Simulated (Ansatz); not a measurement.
## Geometry relaxation, with input and output: WH3BrCl3F (part 1 of 2)

System: WH3BrCl3F.
Method: RHF/def2-SVP (Ansatz 0.2.0).

The input holds or restrains some coordinates. It belongs to a series of runs on one base structure; here: pulled along the bonds that form and break, towards end A. Figures and captions count atoms from 1; the log counts them from 0 in places.

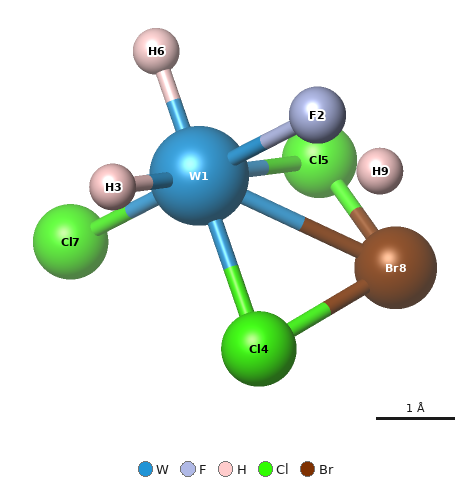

Figure 1. The input geometry (ball-and-stick view, seen at a tilt; atoms are numbered from 1 in the order of the input). Sticks mark near contacts.

**The input**
```yaml
crystal:
  periodic: [false, false, false]
  atoms:
    - { symbol: W, position_ang: [0.0, 0.0, 0.0] }
    - { symbol: F, position_ang: [0.0, 0.0, 2.2] }
    - { symbol: H, position_ang: [1.72, 0.0, 0.0] }
    - { symbol: Cl, position_ang: [0.0, 2.39, 0.0] }
    - { symbol: Cl, position_ang: [-2.39, 0.0, 0.0] }
    - { symbol: H, position_ang: [0.0, -1.72, 0.0] }
    - { symbol: Cl, position_ang: [0.0, 0.0, -2.39] }
    - { symbol: Br, position_ang: [-2.046, 1.7977, 0.905] }
    - { symbol: H, position_ang: [-0.934, 0.8206, 2.1051] }
basis:
  gaussian: { orbitals: def2-SVP }
hamiltonian:
  xc: hf
relax:
  f_tol: 0.15
  max_steps: 25
  restrain:
    - { distance: [0, 7], at: 3.77, k: 30.0 }
    - { distance: [8, 1], at: 2.12, k: 30.0 }
    - { distance: [0, 1], at: 1.85, k: 30.0 }
    - { distance: [8, 7], at: 1.55, k: 30.0 }
output:
  orbitals: {}
```

Hardware: 4 threads of Arm Neoverse V2, 24 GiB of memory available, shared host.

Command:
```bash
ansatz run input.yaml --threads 4 --pin off --max-ram 5120MiB --backend cpu --events-out ev --progress --plain --runs-dir out
```

**Output**
```
The last accepted step is kept in [file] (removed where the run ends without a failure and the disk answers)
Engine: ansatz 0.2.0, aarch64-unknown-linux-gnu
Functional definition: HF
  exchange = exact_x
  correlation = 0
1504 factors; integrals over basis functions are off by at most 3.5e-4 eV
mean field evaluation 1: about -112031.9222 eV, gradient 4.6e1 eV
mean field evaluation 2: about -112032.2668 eV, gradient 4.6e1 eV
mean field evaluation 4: about -112037.8890 eV, gradient 5.4e0 eV
mean field evaluation 8: about -112038.0876 eV, gradient 1.0e0 eV
mean field evaluation 16: about -112038.1860 eV, gradient 4.0e-1 eV
mean field evaluation 32: about -112030.8425 eV, gradient 3.3e1 eV
mean field evaluation 64: about -112035.9638 eV, gradient 2.8e1 eV
mean field evaluation 96: about -112038.0439 eV, gradient 6.6e-1 eV
mean field evaluation 128: about -112037.4771 eV, gradient 6.2e0 eV
mean field evaluation 160: about -112024.1215 eV, gradient 2.7e1 eV
mean field evaluation 192: about -112022.1361 eV, gradient 2.2e1 eV
mean field evaluation 224: about -112025.4717 eV, gradient 1.3e1 eV
mean field evaluation 256: about -112033.8859 eV, gradient 9.0e0 eV
mean field evaluation 288: about -112038.0812 eV, gradient 3.0e-1 eV
mean field evaluation 320: about -112038.2226 eV, gradient 3.4e-1 eV
mean field -112038.29789280 eV, -4117.3315052745 hartree, gradient 2.3e-5 eV, S^2 0.000000; 4 other end points of the search recorded, 0 dependent functions left out
the calculation of the forces begins
reference -112038.29789280 eV, -4117.3315052745 hartree; 56, 56 occupied and 91, 91 virtual orbitals, 1504 factors
relax step   1: F+E_penalty+E_count = -112038.29789280 eV  Δ(F+E_penalty+E_count) = +0.000e0 eV  max|allowed force component| = 8.300e0 eV/Å  E_restraint = 27.31967381 eV  max|allowed force component, restraints' pulls added| = 2.618e1 eV/Å  Δτ_max = 0.0000 Å  (528 SCF iters, accepted)
  distance W 0 - Br 7 = 2.8700 Å
  distance H 8 - F 1 = 1.2469 Å
  distance W 0 - F 1 = 2.2000 Å
  distance H 8 - Br 7 = 1.9057 Å
these checks for a lower state are left out or cut short: starts, cluster_reference, orbital_swaps, neighbouring_geometries, increment
1504 factors; integrals over basis functions are off by at most 4.5e-4 eV
mean field evaluation 352: about -112040.3384 eV, gradient 2.0e-1 eV
mean field -112040.33951506 eV, -4117.4065335086 hartree, gradient 2.6e-5 eV, S^2 0.000000; 0 other end points of the search recorded, 0 dependent functions left out
[... from here on the field's lines of each further geometry are left out, up to the last ...]
relax step   2: F+E_penalty+E_count = -112040.33951506 eV  Δ(F+E_penalty+E_count) = -2.042e0 eV  max|allowed force component| = 4.197e0 eV/Å  E_restraint = 13.05834943 eV  max|allowed force component, restraints' pulls added| = 1.836e1 eV/Å  Δτ_max = 0.1949 Å  (97 SCF iters, accepted)
relax step   3: F+E_penalty+E_count = -112041.20605472 eV  Δ(F+E_penalty+E_count) = -8.665e-1 eV  max|allowed force component| = 3.390e0 eV/Å  E_restraint = 4.07234557 eV  max|allowed force component, restraints' pulls added| = 1.075e1 eV/Å  Δτ_max = 0.1911 Å  (84 SCF iters, accepted)
relax step   4: F+E_penalty+E_count = -112042.37026216 eV  Δ(F+E_penalty+E_count) = -1.164e0 eV  max|allowed force component| = 2.906e0 eV/Å  E_restraint = 0.39825225 eV  max|allowed force component, restraints' pulls added| = 4.001e0 eV/Å  Δτ_max = 0.1945 Å  (92 SCF iters, accepted)
relax step   5: F+E_penalty+E_count = -112043.91863929 eV  Δ(F+E_penalty+E_count) = -1.548e0 eV  max|allowed force component| = 3.438e0 eV/Å  E_restraint = 0.08457312 eV  max|allowed force component, restraints' pulls added| = 3.251e0 eV/Å  Δτ_max = 0.1950 Å  (67 SCF iters, accepted)
relax step   6: F+E_penalty+E_count = -112046.14337902 eV  Δ(F+E_penalty+E_count) = -2.225e0 eV  max|allowed force component| = 2.677e0 eV/Å  E_restraint = 0.25043532 eV  max|allowed force component, restraints' pulls added| = 3.498e0 eV/Å  Δτ_max = 0.1955 Å  (59 SCF iters, accepted)
relax step   7: F+E_penalty+E_count = -112047.28616349 eV  Δ(F+E_penalty+E_count) = -1.143e0 eV  max|allowed force component| = 3.503e0 eV/Å  E_restraint = 0.09951308 eV  max|allowed force component, restraints' pulls added| = 2.191e0 eV/Å  Δτ_max = 0.1945 Å  (53 SCF iters, accepted)
relax step   8: F+E_penalty+E_count = -112048.14567660 eV  Δ(F+E_penalty+E_count) = -8.595e-1 eV  max|allowed force component| = 1.742e0 eV/Å  E_restraint = 0.10252341 eV  max|allowed force component, restraints' pulls added| = 1.396e0 eV/Å  Δτ_max = 0.1948 Å  (52 SCF iters, accepted)
relax step   9: F+E_penalty+E_count = -112048.65530722 eV  Δ(F+E_penalty+E_count) = -5.096e-1 eV  max|allowed force component| = 1.688e0 eV/Å  E_restraint = 0.05545226 eV  max|allowed force component, restraints' pulls added| = 6.826e-1 eV/Å  Δτ_max = 0.1904 Å  (54 SCF iters, accepted)
relax step  10: F+E_penalty+E_count = -112048.92352323 eV  Δ(F+E_penalty+E_count) = -2.682e-1 eV  max|allowed force component| = 1.481e0 eV/Å  E_restraint = 0.07841639 eV  max|allowed force component, restraints' pulls added| = 6.643e-1 eV/Å  Δτ_max = 0.1955 Å  (45 SCF iters, accepted)
relax step  11: F+E_penalty+E_count = -112048.98577170 eV  Δ(F+E_penalty+E_count) = -6.225e-2 eV  max|allowed force component| = 1.495e0 eV/Å  E_restraint = 0.05664998 eV  max|allowed force component, restraints' pulls added| = 3.281e-1 eV/Å  Δτ_max = 0.1450 Å  (50 SCF iters, accepted)
relax step  12: F+E_penalty+E_count = -112048.99959427 eV  Δ(F+E_penalty+E_count) = -1.382e-2 eV  max|allowed force component| = 1.458e0 eV/Å  E_restraint = 0.05123915 eV  max|allowed force component, restraints' pulls added| = 1.724e-1 eV/Å  Δτ_max = 0.0749 Å  (49 SCF iters, accepted)
the calculation of the forces begins
reference -112049.00673038 eV, -4117.7250477969 hartree; 56, 56 occupied and 91, 91 virtual orbitals, 1504 factors
relax step  13: F+E_penalty+E_count = -112049.00673038 eV  Δ(F+E_penalty+E_count) = -7.136e-3 eV  max|allowed force component| = 1.411e0 eV/Å  E_restraint = 0.05387792 eV  max|allowed force component, restraints' pulls added| = 9.837e-2 eV/Å  Δτ_max = 0.0268 Å  (50 SCF iters, accepted)
  distance W 0 - Br 7 = 3.7755 Å
  distance H 8 - F 1 = 2.1283 Å
  distance W 0 - F 1 = 1.8521 Å
  distance H 8 - Br 7 = 1.4909 Å
1504 factors; integrals over basis functions are off by at most 1.3e-3 eV
mean field evaluation 480: about -112049.0067 eV, gradient 1.0e-4 eV
```

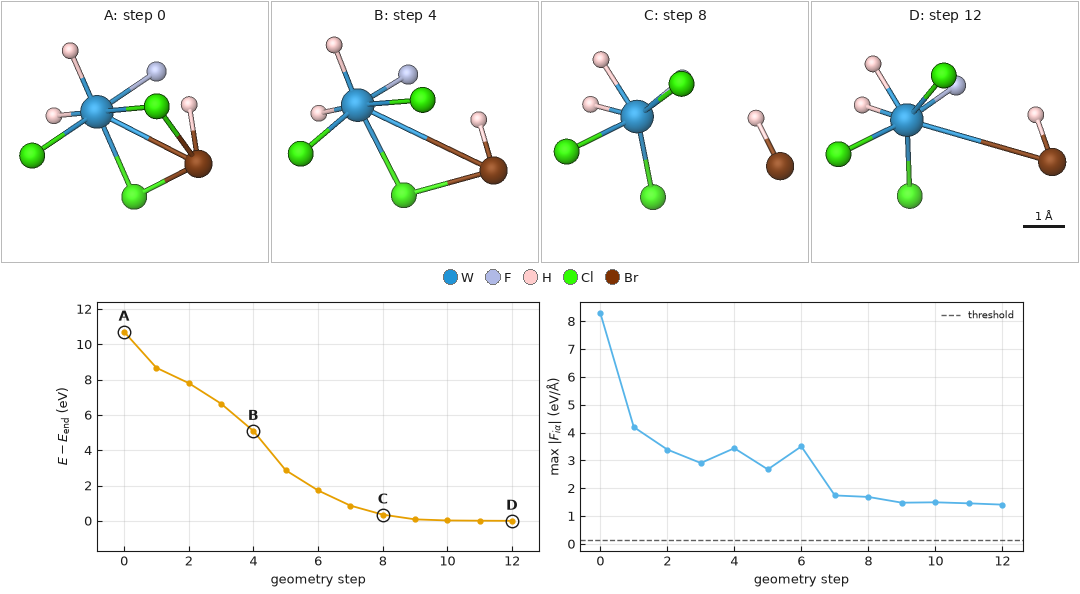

Figure 2. Frames of the restrained relaxation (ball-and-stick view, seen at a tilt) above the curves, on which the letters mark them (the first geometry is step 0 here and step 1 in the log).

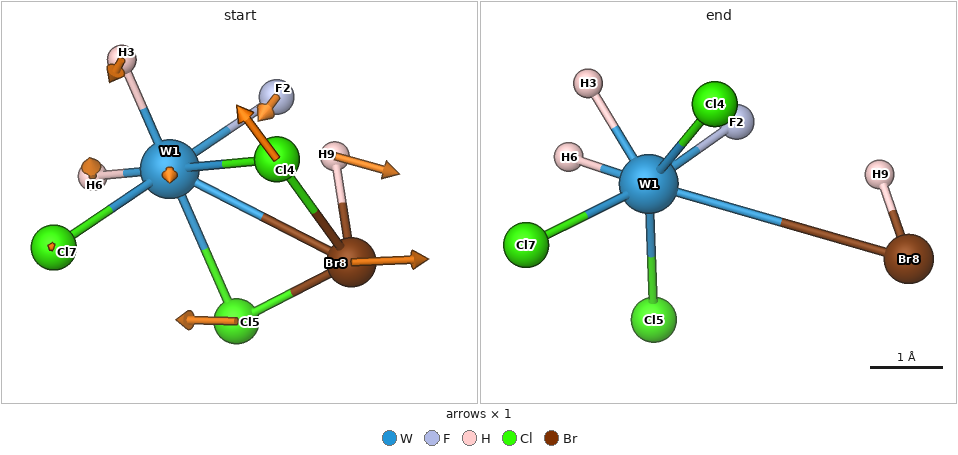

Figure 3. Before (left) and after (right) the restrained relaxation, at one scale (ball-and-stick view, seen at a tilt). The orange arrows give the displacements, at true length. Over 12 geometry steps the energy falls by 10.709 eV. Largest force component: 8.3 eV/Å at the start, 1.4 eV/Å at the end. The atom that moves furthest after the best rigid fit is Br8 (1.14 Å). By element the largest moves are Br 1.14 Å, Cl 1.05 Å, H 0.95 Å, F 0.57 Å, W 0.28 Å. Among the contacts that change: Cl5–Br8 2.042 → 3.866 Å, Cl4–Br8 2.314 → 3.982 Å, W1–Br8 2.870 → 3.775 Å, Br8–H9 1.906 → 1.491 Å. Bonds break: Cl4–Br8 (2.31 → 3.98 Å), Cl5–Br8 (2.04 → 3.87 Å), W1–Br8 (2.87 → 3.78 Å). Among the angles that change: W1–Br8–H9 57.4° → 62.3°. (Atoms are counted from 1 in the order of the input.)

```
mean field -112049.00673038 eV, -4117.7250477969 hartree, gradient 1.5e-5 eV, S^2 0.000000; 1 other end points of the search recorded, 0 dependent functions left out
the calculation of the forces begins
reference -112049.00673038 eV, -4117.7250477969 hartree; 56, 56 occupied and 91, 91 virtual orbitals, 1504 factors
Total energy: -112049.00673038 eV, -4117.7250477969 hartree
Atom 0 at    -0.122849     0.125041    -0.190084 Å, force     0.078848    -0.088989    -0.066481 eV/Å
Atom 1 at    -0.148570     0.121635     1.661821 Å, force     0.097306    -0.182462    -0.096249 eV/Å
Atom 2 at     1.445755    -0.328987    -0.060672 Å, force     0.056865     0.037056    -0.008535 eV/Å
Atom 3 at     0.946822     2.212486    -0.126791 Å, force     0.010082     0.028164    -0.022731 eV/Å
Atom 4 at    -2.163437    -1.030497    -0.246470 Å, force    -0.000174    -0.016822     0.042920 eV/Å
Atom 5 at     0.373568    -1.431068    -0.081729 Å, force    -0.004237    -0.081160     0.024659 eV/Å
Atom 6 at     0.147660    -0.074098    -2.430435 Å, force     0.005805     0.049646    -0.036309 eV/Å
Atom 7 at    -2.558595     2.249858     1.760979 Å, force     1.166466    -0.896825     1.048651 eV/Å
Atom 8 at    -1.570355     1.443930     2.533481 Å, force    -1.410961     1.151394    -0.885926 eV/Å
Dipole moment:     0.205695    -0.193907     0.011700 e Å
```

**Trajectory as extended XYZ (Å, eV, eV/Å), 13 frames, from step=1 to step=13**
```
9
Properties=species:S:1:pos:R:3:forces:R:3 step=1 energy=-112038.29789
W     0.0000    0.0000    0.0000    6.9297  -2.8996  -4.0418
F     0.0000    0.0000    2.2000   -3.9898   3.0885  -1.3946
H     1.7200    0.0000    0.0000   -0.4729  -0.1353   0.5660
Cl    0.0000    2.3900    0.0000    7.4939   3.7604  -2.7067
Cl   -2.3900    0.0000    0.0000   -4.3816  -2.8870  -0.9155
H     0.0000   -1.7200    0.0000   -0.0852  -0.2315   0.6394
Cl    0.0000    0.0000   -2.3900   -0.2221   0.0084   1.3868
Br   -2.0460    1.7977    0.9050   -8.3004   1.5324   5.8503
H    -0.9340    0.8206    2.1051    3.0284  -2.2362   0.6162
9
Properties=species:S:1:pos:R:3:forces:R:3 step=2 energy=-112040.33951
W     0.1466   -0.1036   -0.0102    0.8891   0.5682  -1.8694
F     0.0586   -0.0552    2.1217   -2.6324   1.8577  -1.8574
H     1.7268   -0.0021    0.0052    1.9181  -0.1682   0.2085
Cl    0.0508    2.4097   -0.0155    4.1968   1.4364  -1.6280
Cl   -2.4148   -0.0124    0.0002   -1.6023   0.0102   0.0046
H     0.0003   -1.7298    0.0059    0.1507  -1.6984   0.4668
Cl   -0.0009   -0.0007   -2.3787    0.0916  -0.2409   1.2983
Br   -2.1771    1.8646    1.0328   -3.9918  -1.4002   3.8184
H    -1.0403    0.9179    2.0586    0.9803  -0.3647  -0.4420
```
